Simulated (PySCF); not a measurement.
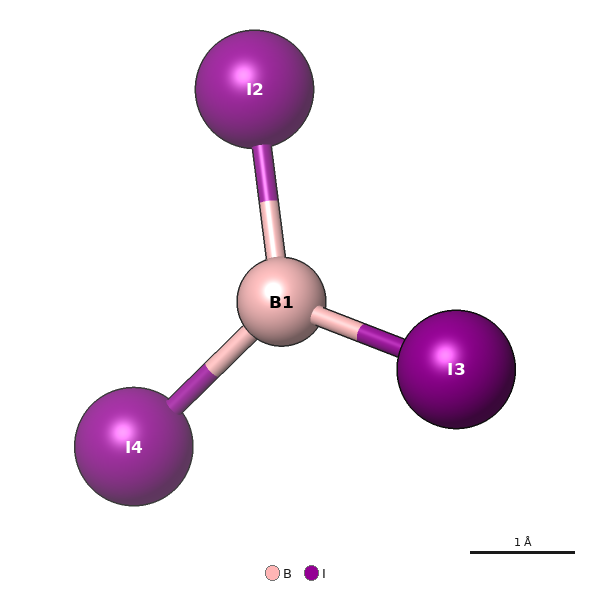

Orthographic view. Atoms fade into the background with distance from the viewer. Computed geometry: PBE0-D3(BJ)/def2-SVP optimisation. No frequency run is at hand to confirm it as a minimum.

Write a MOL file (V2000) with the atoms in numerical order, bonds sorted by atom number with the orders drawn, and coordinates in the frame of the picture: x right, y up, z towards the viewer, origin at the mean position.

```
BI3
                    3D

  4  3  0  0  0  0  0  0  0  0999 V2000
   -0.0000    0.0000    0.0000 B   0  0  0  0  0  0  0  0  0  0  0  0
   -0.2600    2.0600   -0.4100 I   0  0  0  0  0  0  0  0  0  0  0  0
    1.7000   -0.6600    1.0800 I   0  0  0  0  0  0  0  0  0  0  0  0
   -1.4300   -1.4100   -0.6700 I   0  0  0  0  0  0  0  0  0  0  0  0
  1  2  1  0
  1  3  1  0
  1  4  1  0
M  END
```
